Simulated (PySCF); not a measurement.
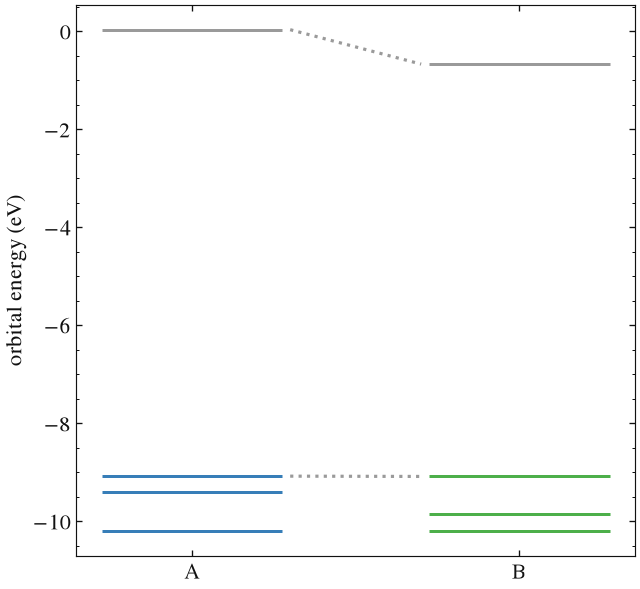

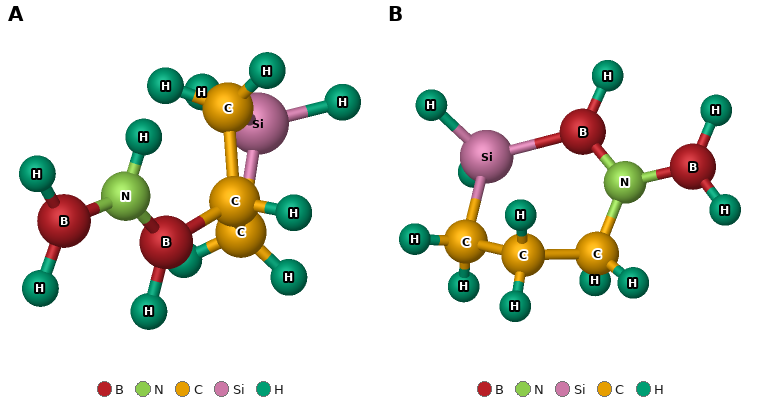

Related molecules: A is C₃H₁₁B₂NSi, SMILES BNBC1C[SiH2]C1; B is C₃H₁₁B₂NSi, SMILES BN1B[SiH2]CCC1. Frontier orbital energies, CAM-B3LYP/def2-SVPD with PySCF 2.14.0, at a GFN2-xTB geometry (no frequency check); drawn are at most three filled levels and, in grey, the LUMO with any level within 0.03 eV of it; dotted lines join the HOMOs and the LUMOs.

Question: What does the change do to the frontier levels?

Answer: From A to B the HOMO hardly moves and the LUMO falls by 0.70 eV, so the separation goes from 9.11 to 8.41 eV.

Caveats, for all or some of the runs: empty levels above zero depend strongly on the basis; one conformer of a flexible molecule; the tight-binding geometry is rougher than a DFT one and adds to the error.
